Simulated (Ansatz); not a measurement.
**Fields on a plane of KMgH3 (cubic perovskite)**

```
KMgH3
1.0
    3.99205     0.00000     0.00000
    0.00000     3.99205     0.00000
    0.00000     0.00000     3.99205
K Mg H
1 1 3
Direct
  0.00000   0.00000   0.00000
  0.50000   0.50000   0.50000
  0.50000   0.00000   0.50000
  0.00000   0.50000   0.50000
  0.50000   0.50000   0.00000
```

The slice is a {110} plane (indices of the conventional cell) through the point (0.000, 0.000, 0.000) (fractional), spanned by u = [100] and v = [011] in vectors of this cell: u (3.99 Å) and v (5.65 Å, at 90° to u). It covers one period; positions are fractions (u, v).

Atoms on it: K at (0.00, 0.00); Mg at (0.50, 0.50); H at (0.00, 0.50).

Level of theory: r2SCAN (plane waves to 500 eV, PAW, scalar-relativistic; Ansatz, a first-principles code). k mesh 8×8×8. Inside the PAW spheres the values are not all-electron values, and peaks at nuclei hang on which shells count as valence. KMgH3 was relaxed with its symmetry unable to fall.

```
|xxx888620000000026888xx|
|xx88875100000000157888x|
|88888630000000000368888|
|88887410000000000147888|
|88764100000000000014678|
|55431000000000000001345|
|11100000000000000000011|
|00000000000110000000000|
|00000000000000000000000|
|33321000000000000001233|
|98874200000000000024788|
|99997410001111000147999|
|99999500023443200059999|
|xx999500144xx441005999x|
|xxx9950024xxxx4200599xx|
|xxx9950034xxxx4300599xx|
|xxx9950024xxxx4200599xx|
|xx999500144xx441005999x|
|99999500023443200059999|
|99997410001111000147999|
|98874200000000000024788|
|33321000000000000001233|
|00000000000000000000000|
|00000000000110000000000|
|11100000000000000000011|
|55431000000000000001345|
|88764100000000000014678|
|88887410000000000147888|
|88888630000000000368888|
|xx88875100000000157888x|
|xxx888620000000026888xx|
|xxx888630000000036888xx|
```
Scale: ten equal steps from 0.01 (start of '0') to 1.00 (end of '9'), in the order '0123456789'. Values: electron localisation function (ELF). The map has 23 points along u (one character each, u = 0 at the left) and 32 along v (v = 0 in the bottom row). Points within 0.4 Å of a nucleus are blanked (x), as the pseudised field means little there.

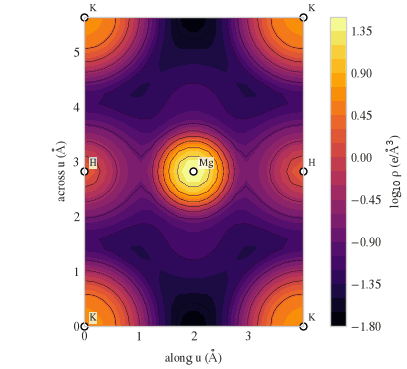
Fig. 1. Log₁₀ of the valence density in e/Å³, one period of the plane, atoms marked. The scale is logarithmic, as a density can span decades between atoms and voids.

- Density on the Mg–H line (2.00 Å) at its density minimum, 1.0 Å from Mg = 0.18 e/Å³
- ELF at that point = 0.08
- Character of the Mg–H contact (rough rule: ELF there above 0.7 covalent, below 0.2 ionic, polar between) = closed-shell (ionic)
